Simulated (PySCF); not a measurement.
## A study: FH7NSi, charge +1, SMILES `[NH4+].[SiH3]F`

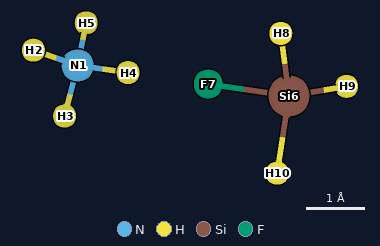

The molecule, with its atoms numbered as below. The pair's geometry is semi-empirical, so its contact may be too short or too long.

Cartesian coordinates (Å):

```
N1      -2.7019   -0.0013   -0.0000
H2      -3.0389    0.4872    0.8369
H3      -3.0388   -0.9688    0.0037
H4      -1.6529    0.0007    0.0003
H5      -3.0389    0.4808   -0.8407
Si6      1.6932   -0.0011    0.0000
F7       0.0129    0.0027   -0.0000
H8       1.9540    1.3294    0.5148
H9       1.9541   -0.2189   -1.4087
H10      1.9541   -1.1106    0.8939
```

## 1. Bonding charge

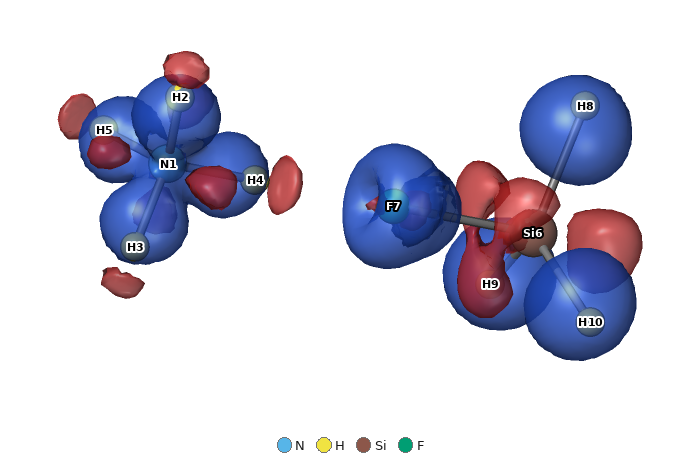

Deformation density (molecule less spherical, spin-averaged free atoms at the same positions), surfaces at ±0.11 e/Å³; blue: gain, red: loss.

Level of theory: TPSS/def2-SVPD (PySCF), at a geometry from GFN2-xTB.

**How much density has each bond gained at its critical point, relative to the free atoms?**

N1–H3: +0.77 e/Å³ at the bond critical point (bond length 1.02 Å). N1–H2 and N1–H5: +0.77 e/Å³ at the bond critical point (bond length 1.03 Å). N1–H4: +0.66 e/Å³ at the bond critical point (bond length 1.05 Å). Si6–H10, Si6–H9 and Si6–H8: +0.21 e/Å³ at the bond critical point (bond length 1.45 Å). Si6–F7: −0.07 e/Å³ at the bond critical point (bond length 1.68 Å); up to 0.6 Å beside the axis the gain reaches +0.18 e/Å³. H4–F7: −0.09 e/Å³ at the bond critical point (bond length 1.67 Å). In all, 1.8 electrons gather in the regions of gain relative to the promolecule of neutral atoms (the regions of loss give up this much and the cation's charge besides). A small or negative value marks a very polar bond, one between electron-rich atoms, whose free-atom densities already overlap strongly, a long bond to a heavier atom, or a closed-shell contact such as a hydrogen bond.

**Where do the Hirshfeld charges lie?**

The highest Hirshfeld charge is on Si6 (+0.48 e), the lowest on F7 (−0.18 e).

```json
{"atom": "N1", "charge (e)": "+0.03"}
{"atom": "H2", "charge (e)": "+0.22"}
{"atom": "H3", "charge (e)": "+0.22"}
{"atom": "H4", "charge (e)": "+0.15"}
{"atom": "H5", "charge (e)": "+0.22"}
{"atom": "Si6", "charge (e)": "+0.48"}
{"atom": "F7", "charge (e)": "−0.18"}
{"atom": "H8", "charge (e)": "−0.05"}
{"atom": "H9", "charge (e)": "−0.05"}
{"atom": "H10", "charge (e)": "−0.05"}
```

## 2. Electrostatic potential

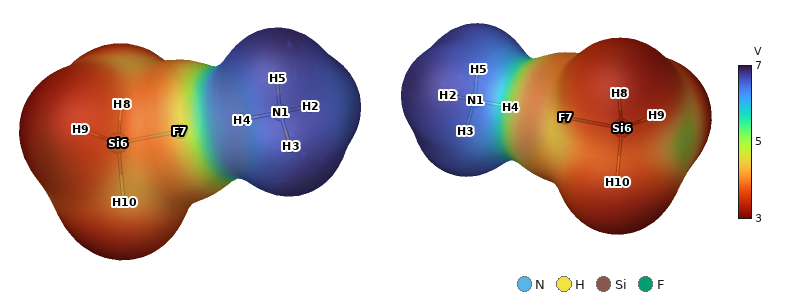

Electrostatic potential on the surface of electron density 0.001 a.u. (back view left, front view right).

**Where are the extremes of the potential on the surface?**

Highest: 6.89 V, 1.2 Å from H2, and at like points elsewhere. Further maxima include 5.05 V, off the Si6–H8 bond (1.9 to 2.1 Å from its atoms); 4.39 V, off the Si6–F7 bond (2.1 Å from its atoms). Lowest: 3.09 V, 1.4 Å from H8, and at like points elsewhere. Further minima include 6.44 V, near H2 (1.64 Å), N1 (1.80 Å), H3 (1.81 Å) and H5 (1.82 Å). The surface is sampled at points, so like sites can differ by a few per cent and only the strongest of them is named.

## 3. Binding density

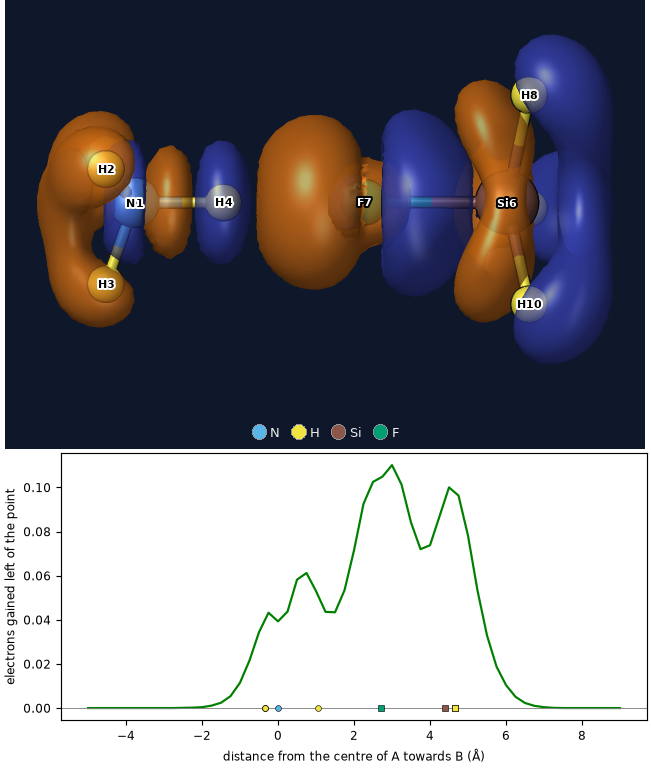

Density of the complex less the densities of the two fragments at the same geometry, ±0.006 e/Å³ (orange: gain, blue: loss). Fragment A: NH4(+1) (atoms 1–5); fragment B: SiH3F. Below: the charge-displacement curve along the line of centres (A on the left).

PySCF calculation, TPSS/def2-SVPD, gas phase; geometry: GFN2-xTB.

**Which way does charge flow?**

Hirshfeld charges show 0.056 e passing from B to A. By Hirshfeld charges, electrons gather most on F7 (−0.036 e) and leave Si6 most (+0.041 e); 0.21 e is displaced in all.

**What is the interaction energy, and which contacts carry it?**

The counterpoise-corrected interaction energy of the frozen fragments is −18.4 kcal/mol without dispersion correction and −19.2 kcal/mol with D3(BJ). The pair geometry is semi-empirical, not a minimum at this level. Contacts: H4···F7, hydrogen bond, 1.67 Å, ρ = 0.040 a.u. The pose is a local one from a semi-empirical search, not shown to be the most stable.

The PySCF runs shown took 26 s and 67 s on 1 thread of Arm Neoverse V1, on a shared host.
